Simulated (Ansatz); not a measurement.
Take HfO$_{2}$ in the fluorite structure (space group Fm-3m, No. 225; a = 5.059 Å) as the base. Axes: x, y, z lie along the cube axes.

It is then changed as follows: the cell is stretched by 0.79 % along y with no lateral relaxation; the atoms relax in the strained cell.

All numbers come from r2SCAN in Ansatz (plane waves to 500 eV, PAW, no SOC), earlier PAW set.

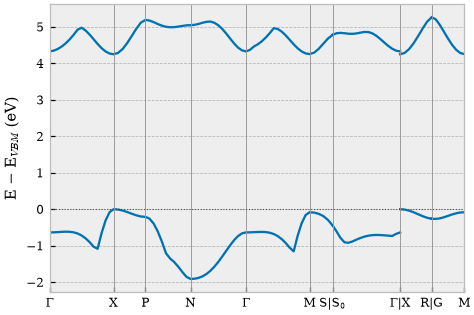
*Highest valence and lowest conduction band along the path of the changed cell's own zone*

Q: From the figure, how large is the changed gap, and is it direct?

A: About 4.2 eV, direct at X.

Spin-orbit coupling, missing from the scalar runs, can matter with Hf. Stability against distortions was not tested. This is not the structure that HfO2 has at room temperature and ambient pressure. k-point labels follow each cell's own Brillouin zone.

Ansatz is a first-principles code.
